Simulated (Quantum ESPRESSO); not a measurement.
Consider HoN (Fm-3m).

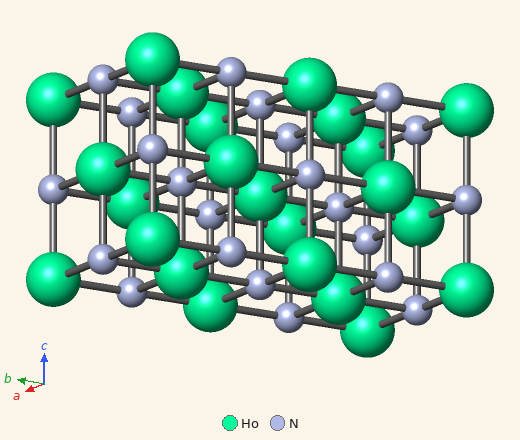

The structure (holmium green, nitrogen light blue). 1×2×1 conventional cells are drawn. Some periodic images of atoms are drawn too.

```cif
data_structure
_symmetry_space_group_name_H-M 'P 1'
_symmetry_Int_Tables_number 1
_cell_length_a 3.4436
_cell_length_b 3.4436
_cell_length_c 3.4436
_cell_angle_alpha 60.000
_cell_angle_beta 60.000
_cell_angle_gamma 60.000
_cell_volume 28.88
loop_
_atom_site_label
_atom_site_type_symbol
_atom_site_fract_x
_atom_site_fract_y
_atom_site_fract_z
_atom_site_occupancy
Ho1 Ho 0.00000 0.00000 0.00000 1
N2 N 0.50000 0.50000 0.50000 1
```

Absorber: atom 2, with 6 Ho at 2.43 Å (octahedral, site symmetry m-3m). Method: Quantum ESPRESSO XSpectra, PBEsol, excited-electron core hole (neutral cell), 12-atom cell with 6.0 Å between holes, 5×6×6 k points, dipole transitions, Lorentzian half width 0.3 eV up to 4 eV, rising linearly to 2.5 eV at 25 eV, without spin-orbit coupling.

Predict the near-edge structure at the N K edge.

Main maxima up to 24 eV above the zero (height): 4.6 eV (2.31), 8.8 eV (1.79) and 23.1 eV (1.04). A K edge sees empty p states on the absorber. The total-energy difference is 401.16 eV. One term is added: -7.82 eV, since the hole is spin-paired here and a spin-polarised one costs that much less in the free atom (computed apart). The photon energy is then 393.34 eV. The functional leaves an error in such absolute values: in the free atom PBEsol prices this hole 1.8 eV below PBE (computed apart), and PBE is itself good to a few eV.

The N K spectrum (energy from the energy zero of the input (xe0, at the border of filled and empty states); intensity scaled to a mean of 1 over the first 20 eV; the points at xe0, where the cut of filled states can leave a spike, are interpolated):

```csv
E (eV),intensity
-2.0,0.04
-0.5,0.10
1.0,0.61
2.5,1.25
4.0,2.08
5.5,1.43
7.0,1.23
8.5,1.75
10.0,1.29
11.5,0.82
13.0,0.61
14.5,0.57
16.0,0.48
17.5,0.47
19.0,0.62
20.5,0.79
22.0,0.99
23.5,1.03
25.0,0.85
26.5,0.67
28.0,0.57
29.5,0.51
31.0,0.48
```

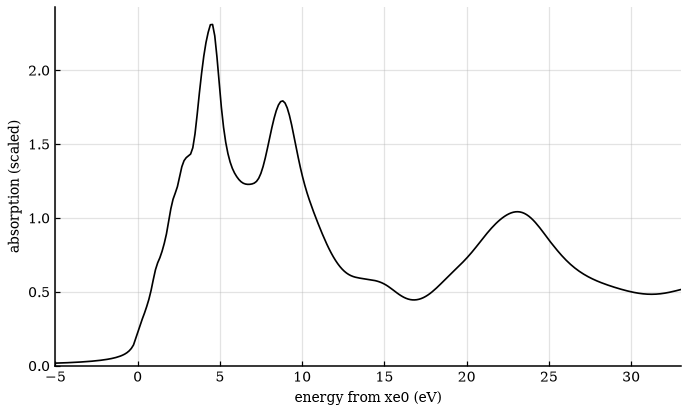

The N K edge.

The run has no spin polarisation, although Ho can carry a moment. Lanthanide 4f electrons are frozen in the core. The holes are only 6.0 Å apart, so the shape is probably not converged with cell size; no larger cell was run here. The structure is a published determination, not relaxed.

[Banner, clock and machine lines of the logs are left out without a mark of their own.]

[Logs are printed without paths, hosts, clocks, repeated set-up lines and the standing remarks that a program may print on its own settings, such as how far it seeks lower states.]

[Hosts, paths, dates, database ids (printed as entryN), source tags and the programs' standing remarks are cut or masked in the printed files.]

[Lists of maxima count a maximum above −3 eV only where it reaches 4 % of the highest in the window and stands out from its surroundings by 2 % of it (1.5 % where it reaches 55 %); shoulders and weaker maxima are passed over, and of the rest the first, up to two pre-edge ones and the few strongest are named.]
